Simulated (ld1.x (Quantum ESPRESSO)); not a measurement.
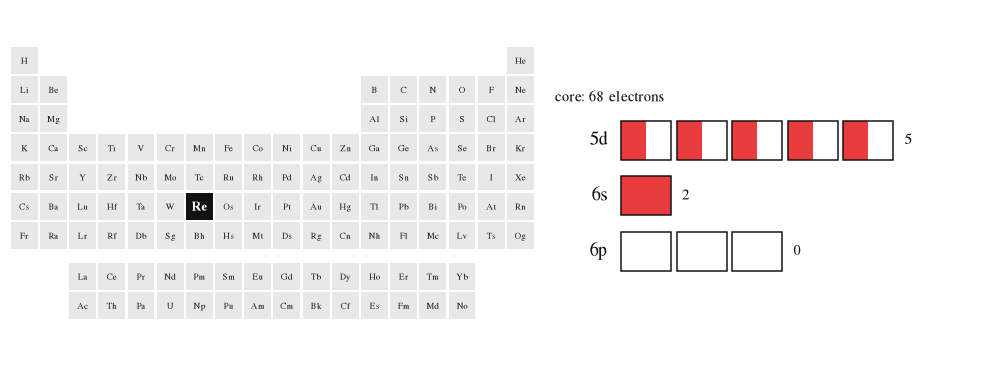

Fig. 1: Left, the place of rhenium in the periodic table; right, the valence shells of the reference configuration: a box for each of the 2l + 1 orbitals, shaded by the share of the shell that is filled, with the electron count at the right. The shells are those of the unaltered input.

**Pseudopotential generation for Re**

- system: rhenium (Re, Z = 75), core [Xe] 4f14, reference valence 5d5 6s2 6p0, valence charge 7. (This line and the method describe the unaltered input from which the odd one was made.)
- method: TM potential, PBE, scalar-relativistic, made with ld1.x (Quantum ESPRESSO) 7.5

### What the run reported

- outcome: ended with an error
- hardware: 1 CPU thread, shared host
- wall time: 2.1 s

### What went wrong

This input holds a deliberate fault: radius of 5D set to 15.0 bohr. The generator stopped with the message “run_pseudo: Errors in PS-KS equation”. In words: the pseudo-atom solver did not find the valence states with the expected number of nodes, which is the usual sign of a ghost state.

### Input file
```
 &input
   title='Re', zed=75., rel=1, dft='PBE', iswitch=3,
   config='[Xe] 4f14 5d5 6s2 6p0',
   nld=3, rlderiv=3.95, eminld=-2.0, emaxld=5.0, deld=0.02
 /
 &inputp
   pseudotype=2, tm=.true., lloc=0,
   nlcc=.false.,
   file_pseudopw='Re.UPF', file_wfcaegen='ae.wfc', file_wfcncgen='nc.wfc', file_beta='beta', file_chi='chi'
 /
3
6P  2  1   0.00   0.00  3.65  3.65  0.0
5D  3  2   5.00   0.00  15.0  15.0  0.0
6S  1  0   2.00   0.00  2.55  2.55  0.0
 &test
   configts(1)='5d5 6s2 6p0'
 /
```

Launched with:
```bash
ld1.x < Re.in > Re.out
```

### Log
```
     Program LD1 v.7.5
     --------------------------- All-electron run ----------------------------

     Re
     scalar relativistic calculation

     atomic number is 75.00
     dft =PBE   lsd =0 sic =0 latt =0  beta=0.20 tr2=1.0E-14
     Exchange-correlation= PBE
                           (   1   4   3   4   0   0   0)
     mesh =1275 r(mesh) = 100.23444 a.u. xmin = -7.00 dx = 0.01250
     1 Ry =  13.60569312 eV, c = 137.03599908

     n l     nl                  e(Ry)          e(Ha)          e(eV)
     1 0     1S 1( 2.00)     -5267.4769     -2633.7385    -71667.6744
     2 0     2S 1( 2.00)      -913.2682      -456.6341    -12425.6473
     2 1     2P 1( 6.00)      -796.8984      -398.4492    -10842.3545
     3 0     3S 1( 2.00)      -211.4388      -105.7194     -2876.7719
     3 1     3P 1( 6.00)      -177.1313       -88.5657     -2409.9947
     4 0     4S 1( 2.00)       -44.1250       -22.0625      -600.3514
     4 1     4P 1( 6.00)       -32.8744       -16.4372      -447.2790
     3 2     3D 1(10.00)      -138.2712       -69.1356     -1881.2760
     5 0     5S 1( 2.00)        -6.2658        -3.1329       -85.2509
     5 1     5P 1( 6.00)        -3.4552        -1.7276       -47.0102
     4 2     4D 1(10.00)       -18.7666        -9.3833      -255.3319
     4 3     4F 1(14.00)        -3.1096        -1.5548       -42.3086
     5 2     5D 1( 5.00)        -0.3944        -0.1972        -5.3666
     6 0     6S 1( 2.00)        -0.4368        -0.2184        -5.9431
     6 1     6P 1( 0.00)        -0.0969        -0.0485        -1.3188

     final scf error:  7.5E-15 reached in  28 iterations

     Etot =  -33384.463864 Ry,  -16692.231932 Ha, -454218.770407 eV

     Ekin =   36900.500848 Ry,   18450.250424 Ha,  502056.890626 eV
     Encl =  -82648.425118 Ry,  -41324.212559 Ha,-1124489.109253 eV
     Eh   =   13024.213036 Ry,    6512.106518 Ha,  177203.445741 eV
     Exc  =    -660.752631 Ry,    -330.376315 Ha,   -8989.997522 eV

     normalization and overlap integrals

     s(1S/1S) =  1.000000  <r> =   0.0180  <r2> =    0.0004  r(max) =   0.0112
     s(2S/2S) =  1.000000  <r> =   0.0762  <r2> =    0.0069  r(max) =   0.0644
     s(2P/2P) =  1.000000  <r> =   0.0683  <r2> =    0.0057  r(max) =   0.0527
     s(3S/3S) =  1.000000  <r> =   0.1974  <r2> =    0.0446  r(max) =   0.1818
     s(3P/3P) =  1.000000  <r> =   0.1979  <r2> =    0.0454  r(max) =   0.1795
     s(4S/4S) =  1.000000  <r> =   0.4405  <r2> =    0.2190  r(max) =   0.4148
     s(4P/4P) =  1.000000  <r> =   0.4686  <r2> =    0.2497  r(max) =   0.4306
     s(3D/3D) =  1.000000  <r> =   0.1792  <r2> =    0.0376  r(max) =   0.1470
     s(5S/5S) =  1.000000  <r> =   1.0356  <r2> =    1.2047  r(max) =   0.9347
     s(5P/5P) =  1.000000  <r> =   1.2080  <r2> =    1.6546  r(max) =   1.0592
     s(4D/4D) =  1.000000  <r> =   0.5000  <r2> =    0.2895  r(max) =   0.4415
     s(4F/4F) =  1.000000  <r> =   0.5805  <r2> =    0.4193  r(max) =   0.4148
     s(5D/5D) =  1.000000  <r> =   1.9322  <r2> =    4.5493  r(max) =   1.4120
     s(6S/6S) =  1.000000  <r> =   3.0715  <r2> =   10.8016  r(max) =   2.5728
     s(6P/6P) =  1.000000  <r> =   4.7579  <r2> =   26.7682  r(max) =   3.6510

     ------------------------ End of All-electron run ------------------------

     --------------------- Generating NC pseudopotential ---------------------

      Generating local pot.: lloc=0, matching radius rcloc =   2.5500

      Wfc   6P  rcut= 3.606  Using Troullier-Martins method

      Wfc   5D  rcut=14.992  Using Troullier-Martins method

       Warning: n=3, l=2 expected 0 nodes, found 1
       Setting wfc to zero for this iteration
       (This warning will only be printed once per wavefunction)

     ------------------- End of pseudopotential generation -------------------

     --------------------------- All-electron run ----------------------------

     Re
     scalar relativistic calculation

     atomic number is 75.00
     dft =PBE   lsd =0 sic =0 latt =0  beta=0.20 tr2=1.0E-14
     Exchange-correlation= PBE
                           (   1   4   3   4   0   0   0)
     mesh =1275 r(mesh) = 100.23444 a.u. xmin = -7.00 dx = 0.01250
     1 Ry =  13.60569312 eV, c = 137.03599908

     n l     nl                  e(Ry)          e(Ha)          e(eV)
     1 0     1S 1( 2.00)     -5267.4769     -2633.7385    -71667.6744
     2 0     2S 1( 2.00)      -913.2682      -456.6341    -12425.6473
     2 1     2P 1( 6.00)      -796.8984      -398.4492    -10842.3545
     3 0     3S 1( 2.00)      -211.4388      -105.7194     -2876.7719
     3 1     3P 1( 6.00)      -177.1313       -88.5657     -2409.9947
     4 0     4S 1( 2.00)       -44.1250       -22.0625      -600.3514
     4 1     4P 1( 6.00)       -32.8744       -16.4372      -447.2790
     3 2     3D 1(10.00)      -138.2712       -69.1356     -1881.2760
     5 0     5S 1( 2.00)        -6.2658        -3.1329       -85.2509
     5 1     5P 1( 6.00)        -3.4552        -1.7276       -47.0102
     4 2     4D 1(10.00)       -18.7666        -9.3833      -255.3319
     4 3     4F 1(14.00)        -3.1096        -1.5548       -42.3086
     5 2     5D 1( 5.00)        -0.3944        -0.1972        -5.3666
     6 0     6S 1( 2.00)        -0.4368        -0.2184        -5.9431
     6 1     6P 1( 0.00)        -0.0969        -0.0485        -1.3188

     final scf error:  7.5E-15 reached in  28 iterations

     Etot =  -33384.463864 Ry,  -16692.231932 Ha, -454218.770407 eV

     Ekin =   36900.500848 Ry,   18450.250424 Ha,  502056.890626 eV
     Encl =  -82648.425118 Ry,  -41324.212559 Ha,-1124489.109253 eV
     Eh   =   13024.213036 Ry,    6512.106518 Ha,  177203.445741 eV
     Exc  =    -660.752631 Ry,    -330.376315 Ha,   -8989.997522 eV

     normalization and overlap integrals

     s(1S/1S) =  1.000000  <r> =   0.0180  <r2> =    0.0004  r(max) =   0.0112
     s(2S/2S) =  1.000000  <r> =   0.0762  <r2> =    0.0069  r(max) =   0.0644
     s(2P/2P) =  1.000000  <r> =   0.0683  <r2> =    0.0057  r(max) =   0.0527
     s(3S/3S) =  1.000000  <r> =   0.1974  <r2> =    0.0446  r(max) =   0.1818
     s(3P/3P) =  1.000000  <r> =   0.1979  <r2> =    0.0454  r(max) =   0.1795
     s(4S/4S) =  1.000000  <r> =   0.4405  <r2> =    0.2190  r(max) =   0.4148
     s(4P/4P) =  1.000000  <r> =   0.4686  <r2> =    0.2497  r(max) =   0.4306
     s(3D/3D) =  1.000000  <r> =   0.1792  <r2> =    0.0376  r(max) =   0.1470
     s(5S/5S) =  1.000000  <r> =   1.0356  <r2> =    1.2047  r(max) =   0.9347
     s(5P/5P) =  1.000000  <r> =   1.2080  <r2> =    1.6546  r(max) =   1.0592
     s(4D/4D) =  1.000000  <r> =   0.5000  <r2> =    0.2895  r(max) =   0.4415
     s(4F/4F) =  1.000000  <r> =   0.5805  <r2> =    0.4193  r(max) =   0.4148
     s(5D/5D) =  1.000000  <r> =   1.9322  <r2> =    4.5493  r(max) =   1.4120
     s(6S/6S) =  1.000000  <r> =   3.0715  <r2> =   10.8016  r(max) =   2.5728
     s(6P/6P) =  1.000000  <r> =   4.7579  <r2> =   26.7682  r(max) =   3.6510

     ------------------------ End of All-electron run ------------------------

     Computing logarithmic derivative in   3.96015

 %%%%%%%%%%%%%%%%%%%%%%%%%%%%%%%%%%%%%%%%%%%%%%%%%%%%%%%%%%%%%%%%%%%%%%%%%%%%%%
     Error in routine run_pseudo (1):
     Errors in PS-KS equation
 %%%%%%%%%%%%%%%%%%%%%%%%%%%%%%%%%%%%%%%%%%%%%%%%%%%%%%%%%%%%%%%%%%%%%%%%%%%%%%

     stopping ...
```
